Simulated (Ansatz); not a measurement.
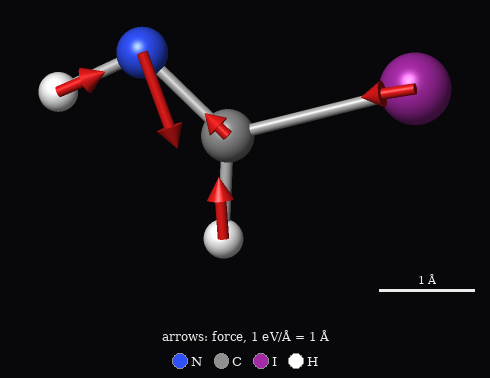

Starting geometry of CH₂IN with the computed forces as red arrows. A ball-and-stick model, seen at a tilt.

The start comes from PBE-D4/def2-SVP.

Level of theory: RKS PBE0-D4/def2-TZVP (Ansatz). Settings: force threshold 0.005 eV/Å; at most 150 steps.

**Is this structure relaxed? If not, where do the atoms go?**

It isn't relaxed: the largest force vector, on the N atom, is 1.08 eV/Å. The final displacements follow the starting forces only in part (cosine between the two patterns 0.76). The atom that moves furthest after the best rigid fit is the I atom (0.038 Å). Largest moves by element: I 0.038 Å, H 0.025 Å, N 0.020 Å, C 0.009 Å. Among the contacts that change: C–I 2.149 → 2.104 Å, C–H 1.111 → 1.092 Å, H–N 1.036 → 1.021 Å, C–N 1.258 → 1.245 Å. Over 5 geometry steps the energy falls by 0.034 eV. Largest force component: 0.68 eV/Å at the start, 0.0032 eV/Å at the end. Cost: 11 s on 2 threads of Arm Neoverse V2, with other jobs on the host.
